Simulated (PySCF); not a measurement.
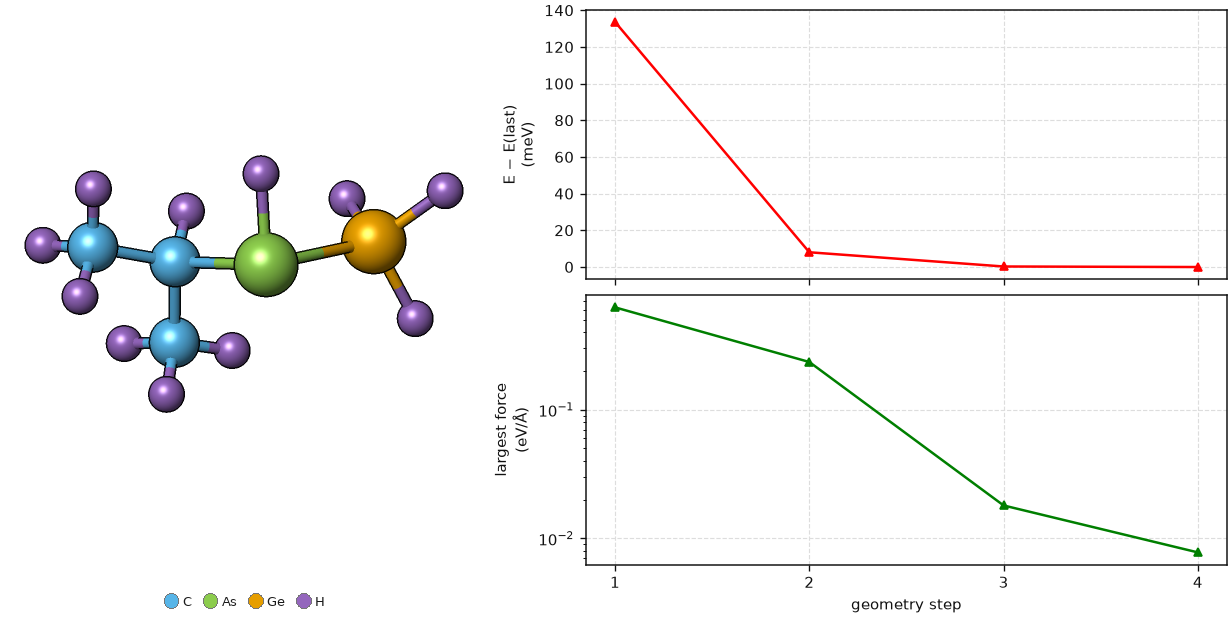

Beside the plot: the molecule at the start.

History of a geometry optimisation.

- system: C$_{3}$H$_{11}$AsGe (SMILES CC(C)[AsH][GeH3])
- method: PBE0-D3(BJ)/def2-SVP, geometry optimisation (PySCF)

How did it end, and what did it gain?

Answer. The optimisation met its thresholds at geometry 4, counting the start as the first. The energy fell by about 130 meV from the first step to the last. The largest force goes from about 0.62 eV/Å at the start to 8 × 10⁻³ eV/Å at the end.
